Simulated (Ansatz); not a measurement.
## Electronic structure of F2GeH2···HBr in real space

The calculation's input:

```
crystal:
  periodic: [false, false, false]
  atoms:
    - { symbol: Ge, position_ang: [0.179027, 0.052955, -0.076956] }
    - { symbol: H, position_ang: [0.082631, -0.068688, 1.46059] }
    - { symbol: F, position_ang: [1.865506, 0.055707, -0.485335] }
    - { symbol: H, position_ang: [-0.485134, 1.244802, -0.763848] }
    - { symbol: F, position_ang: [-0.437032, -1.418936, -0.749802] }
    - { symbol: Br, position_ang: [-3.008659, 0.203024, 1.595466] }
    - { symbol: H, position_ang: [-1.656438, -0.174963, 2.128484] }
basis:
  gaussian: { orbitals: def2-SVP }
hamiltonian:
  xc: b3lyp
  dispersion: d4
relax:
  f_tol: 0.03
  max_steps: 50
output:
  orbitals: {}
```

Launched as:

```sh
ansatz run input.yaml --threads 2 --pin off --max-ram 3072MiB --backend cpu --events-out ev --progress --plain --runs-dir out
```

The fields are those of the run's last geometry, not of the input's.

Method: RKS B3LYP-D4/def2-SVP in Ansatz 0.2.0.

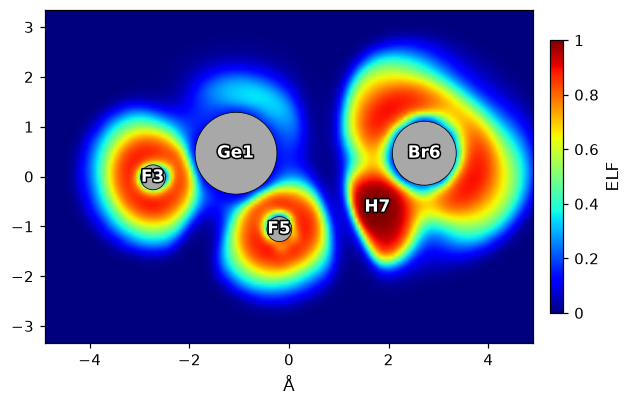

Figure 1. ELF on the plane of atoms F3, Ge1 and F5. Grey discs cover the atomic cores.

### Interpret the plot.

- Atoms in the plane: Ge, F, Br and H.
- F5···H7 (2.02 Å): the ELF dips to about 0.10 between them.
- Ge–F (1.73 Å): the ELF peaks at about 0.80 in the valence shell of F, 0.5 Å from its nucleus, and is about 0.25 at the midpoint.
- Br–H (1.44 Å): the ELF climbs to about 1 towards the hydrogen, as it does in any bond to H.
- The ELF also peaks beside F5, F3 and Br6, away from the bonds: lone-pair regions.

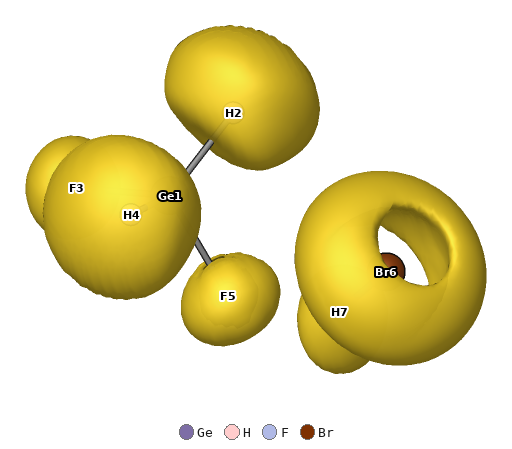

Figure 2. Isosurface of the electron localisation function at 0.8 (yellow), seen at an oblique angle. Core shells and regions of very low density are left out.

### What do the ELF domains correspond to?

The surface consists of three regions around hydrogen nuclei, one ring or bowl of non-bonding electrons around Br and two regions wrapped around F (the valence shell of each).

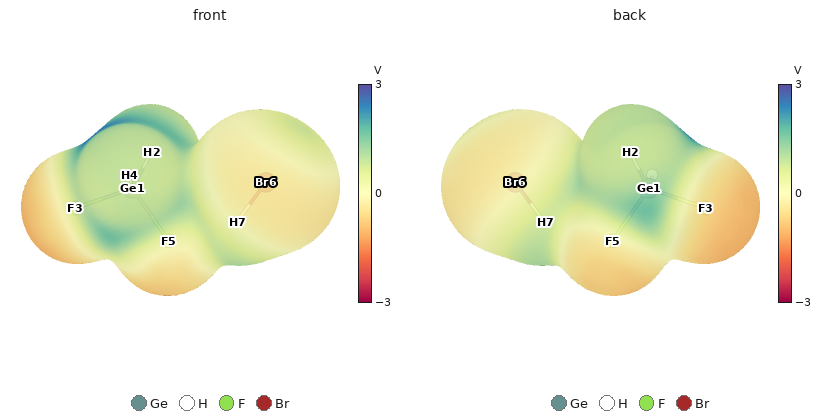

Figure 3. The electrostatic potential painted on the density surface at 0.002 e/bohr³, seen from the front and from behind; red is negative and blue positive.

### Describe the electrostatic potential map.

The most negative region (about −1.0 V) lies over F3, the most positive (about +2.5 V) over Ge1. Br6 shows a σ-hole: about +0.8 V at the tip opposite its bond, against about −0.2 V on its flanks.
